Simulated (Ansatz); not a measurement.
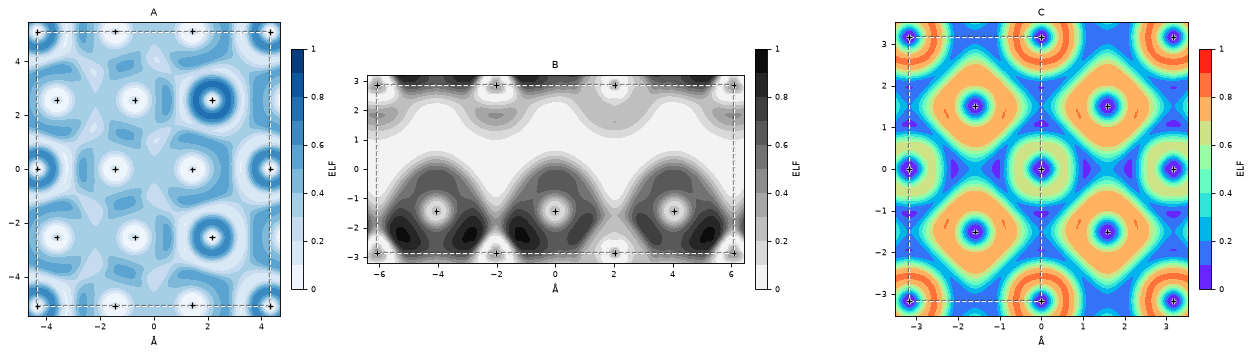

The ELF of 3 systems, each on a plane through atoms (crosses mark nuclei in the plane).

Method: Ansatz, DFT PBE, scalar-relativistic, plane waves, PAW.

System 1: TaTi3Ge8, the (101̄) plane of the conventional cell. Space group C222; a structure generated by program, which may or may not match a known phase; computed without spin polarisation.

```
CELL_PARAMETERS angstrom
5.06490 0.00000 0.00000
0.00000 8.66557 0.00000
0.00000 0.00000 8.85599
ATOMIC_POSITIONS crystal
Ti 0.25000 0.25000 0.74925
Ti 0.75000 0.75000 0.74925
Ti 0.25000 0.75000 0.25075
Ti 0.75000 0.25000 0.25075
Ti 0.00000 0.50000 0.00000
Ti 0.50000 0.00000 0.00000
Ta 0.00000 0.00000 0.50000
Ta 0.50000 0.50000 0.50000
Ge 0.24672 0.41553 0.24766
Ge 0.74672 0.91553 0.24766
Ge 0.25328 0.91553 0.75234
Ge 0.75328 0.41553 0.75234
Ge 0.25328 0.08447 0.24766
Ge 0.75328 0.58447 0.24766
Ge 0.24672 0.58447 0.75234
Ge 0.74672 0.08447 0.75234
Ge 0.00000 0.33274 0.50000
Ge 0.50000 0.83274 0.50000
Ge 0.00000 0.83229 0.00000
Ge 0.50000 0.33229 0.00000
Ge 0.00000 0.66726 0.50000
Ge 0.50000 0.16726 0.50000
Ge 0.00000 0.16771 0.00000
Ge 0.50000 0.66771 0.00000
```

System 2: Al5GaAs6, the (100) plane of the conventional cell. Space group Pmm2; a structure generated by program, which may or may not match a known phase.

```
Al Ga As
1.0
     4.05417    0.00000    0.00000
     0.00000   12.15807    0.00000
     0.00000    0.00000    5.72935
Al Ga As
5 1 6
Direct
  0.00000 0.83308 0.00001
  0.00000 0.16692 0.00001
  0.50000 0.33346 0.49986
  0.00000 0.50000 0.00000
  0.50000 0.66654 0.49986
  0.50000 0.00000 0.50008
  0.50000 0.83278 0.75076
  0.00000 0.00000 0.24820
  0.50000 0.16722 0.75076
  0.00000 0.33348 0.25011
  0.50000 0.50000 0.75024
  0.00000 0.66652 0.25011
```

System 3: Zr3TiC4, the (010) plane of the conventional cell. Space group Pmmm; a structure generated by program, which may or may not match a known phase; changed on purpose from its base cell (volume × 0.91, shape and atoms relaxed); computed pressure about 26 GPa in this cell; computed without spin polarisation.

```cif
data_structure
_symmetry_space_group_name_H-M 'P 1'
_symmetry_Int_Tables_number 1
_cell_length_a 3.1698
_cell_length_b 4.4895
_cell_length_c 6.3372
_cell_angle_alpha 90.000
_cell_angle_beta 90.000
_cell_angle_gamma 90.000
_cell_volume 90.18
loop_
_atom_site_label
_atom_site_type_symbol
_atom_site_fract_x
_atom_site_fract_y
_atom_site_fract_z
_atom_site_occupancy
Zr1 Zr 0.00000 0.00000 0.74599 1
Zr2 Zr 0.00000 0.00000 0.25401 1
Zr3 Zr 0.50000 0.50000 0.00000 1
Ti1 Ti 0.50000 0.50000 0.50000 1
C1 C 0.00000 0.50000 0.26241 1
C2 C 0.00000 0.50000 0.73759 1
C3 C 0.50000 0.00000 0.00000 1
C4 C 0.50000 0.00000 0.50000 1
```

Match each panel to its system.

Panel A is system 1, TaTi3Ge8: the plane holds Ti, Ta and Ge. Ti–Ge (2.65 Å): the ELF is about 0.40 at the midpoint. Panel B is system 2, Al5GaAs6: the plane holds Al, Ga and As. Al–As (2.48 Å): the ELF peaks at about 0.95 between the atoms; a shared electron pair. Panel C is system 3, Zr3TiC4: the plane holds Zr, Ti and C. Ti–C (2.19 Å): the ELF peaks at about 0.80 in the valence shell of C, 0.7 Å from its nucleus, and is about 0.30 at the midpoint.
